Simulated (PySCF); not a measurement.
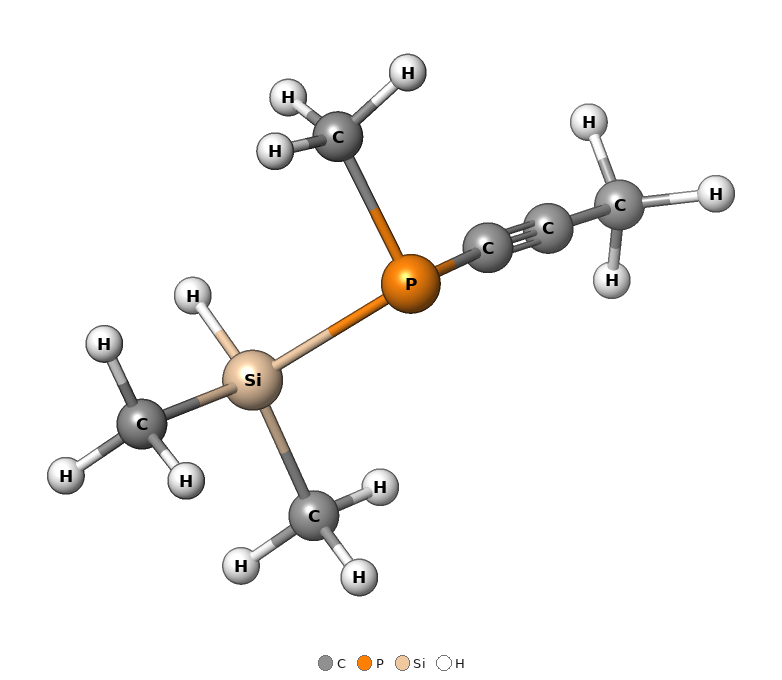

Double and triple bonds are drawn as two and three sticks.

The geometry was computed by an optimisation with PBE0-D3(BJ)/def2-SVP. No frequency run is at hand to confirm it as a minimum.

**Count the atoms of each element.**

C₆H₁₃PSi, 21 atoms: 6 carbon, 13 hydrogen, 1 phosphorus and 1 silicon.

**Give the symmetry (Schoenflies symbol).**

C1.

**Does it have rings?**

It has no ring.

**Name some functional groups or characteristic bonds that it holds.**

Among them: alkyne, Si–H bond.

**Give a SMILES string for it.**

CC#CP(C)[SiH](C)C

The parts below concern this one geometry. Atoms keep their numbers from picture to picture.

**Geometry**

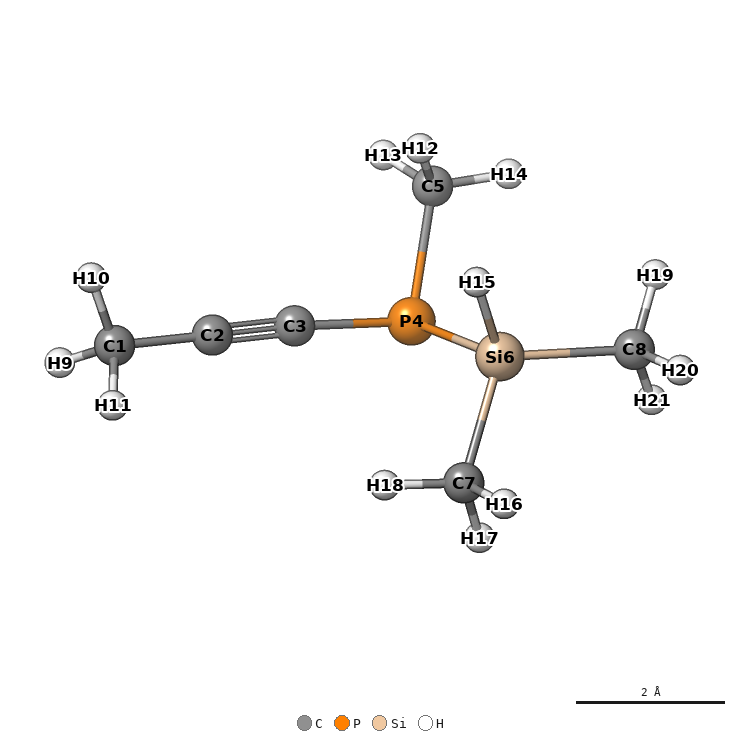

The atoms are numbered. No frequency run is at hand to confirm it as a minimum.

Which atoms are bonded, and how long are the bonds? Leave out bonds to hydrogen.

| bond | length (Å) | order |
| --- | --- | --- |
| C1–C2 | 1.452 | single |
| C2–C3 | 1.220 | triple |
| C3–P4 | 1.768 | single |
| P4–C5 | 1.863 | single |
| P4–Si6 | 2.274 | single |
| Si6–C7 | 1.877 | single |
| Si6–C8 | 1.883 | single |

**Levels of theory compared**

No frequency run is at hand to confirm it as a minimum. Program: PySCF 2.14.0.

Compare HOMO–LUMO gap (eV) at these levels: PBE0/pcSseg-1; PBE0/pcSseg-1 in chloroform (IEF-PCM); ωB97X-D/def2-SVPD; ωB97X-D/pcSseg-1.

| level | HOMO–LUMO gap (eV) |
| --- | --- |
| PBE0/pcSseg-1 | 6.30 |
| PBE0/pcSseg-1 in chloroform (IEF-PCM) | 6.39 |
| ωB97X-D/def2-SVPD | 9.64 |
| ωB97X-D/pcSseg-1 | 9.79 |

**NMR shielding**

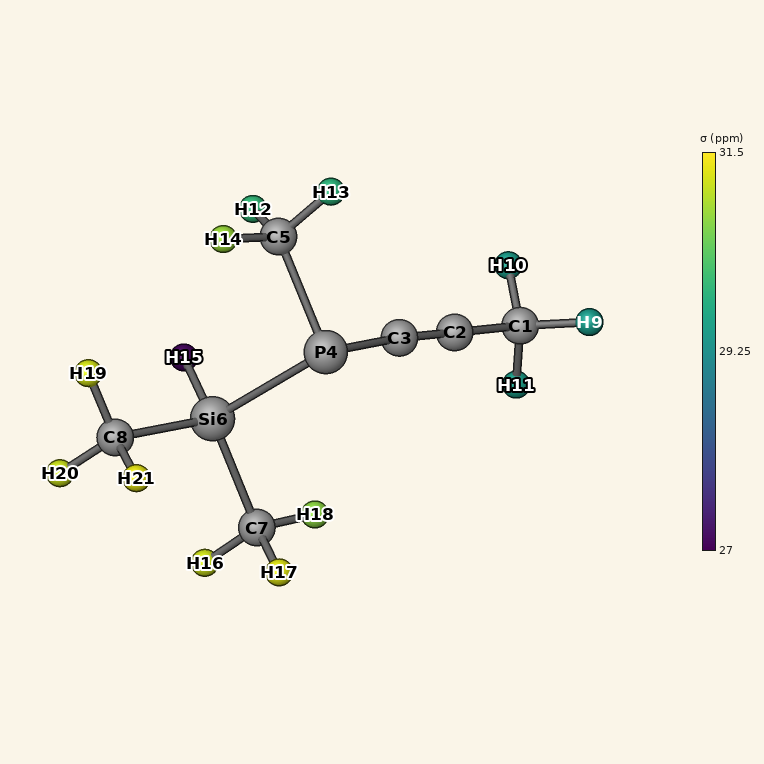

Atoms are coloured by their isotropic NMR shieldings (H only, the others grey). No frequency run is at hand to confirm it as a minimum. Properties computed with GIAO ωB97X-D/pcSseg-1 NMR shielding, non-relativistic, gas phase (PySCF 2.14.0).

**Which H atom is the most shielded (lowest chemical shift)?**

H21 (31.31 ppm).

**Which H atom is the least shielded (highest chemical shift)?**

H15 (27.11 ppm).

**How wide is the range of H shifts?**

4.20 ppm.

List the isotropic NMR shieldings of the H atoms.

```json
{"atom": "H9", "σ (ppm)": "29.44"}
{"atom": "H10", "σ (ppm)": "29.48"}
{"atom": "H11", "σ (ppm)": "29.52"}
{"atom": "H12", "σ (ppm)": "29.99"}
{"atom": "H13", "σ (ppm)": "29.92"}
{"atom": "H14", "σ (ppm)": "30.82"}
{"atom": "H15", "σ (ppm)": "27.11"}
{"atom": "H16", "σ (ppm)": "31.16"}
{"atom": "H17", "σ (ppm)": "31.25"}
{"atom": "H18", "σ (ppm)": "30.73"}
{"atom": "H19", "σ (ppm)": "31.19"}
{"atom": "H20", "σ (ppm)": "31.13"}
{"atom": "H21", "σ (ppm)": "31.31"}
```

**Excitation**

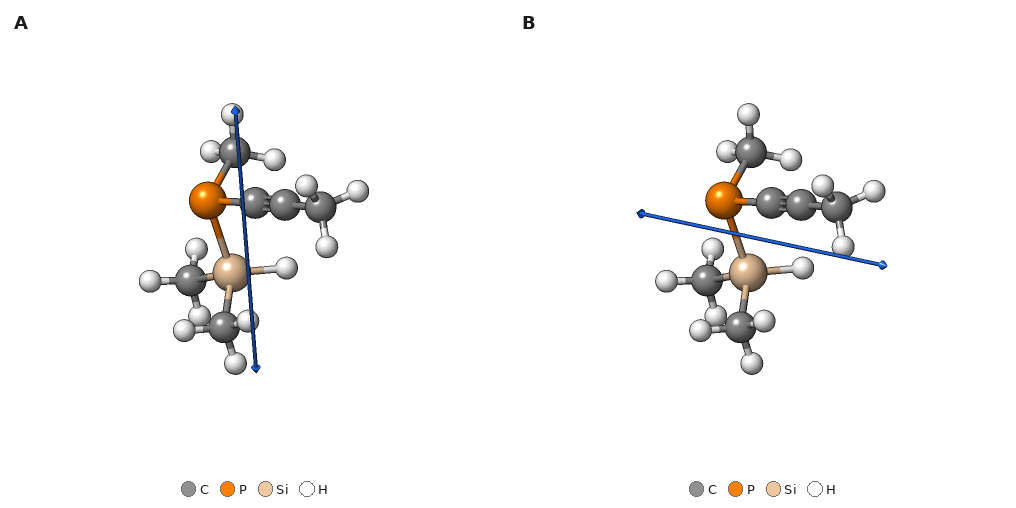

The double arrows show the directions of two transition dipoles from the ground state (lengths mean nothing). No frequency run is at hand to confirm it as a minimum. Level of theory: TDDFT ωB97X-D/def2-SVPD, vertical, gas phase, core orbitals frozen in the response (PySCF 2.14.0).

**One belongs to singlet state 5 and one to singlet state 8. Which is which?**

A: state 5, 6.41 eV (193 nm), oscillator strength 0.067, mainly HOMO → LUMO+1 (weight 0.53).
B: state 8, 7.13 eV (174 nm), oscillator strength 0.38, of mixed character, with the largest part HOMO−1 → LUMO (weight 0.29).
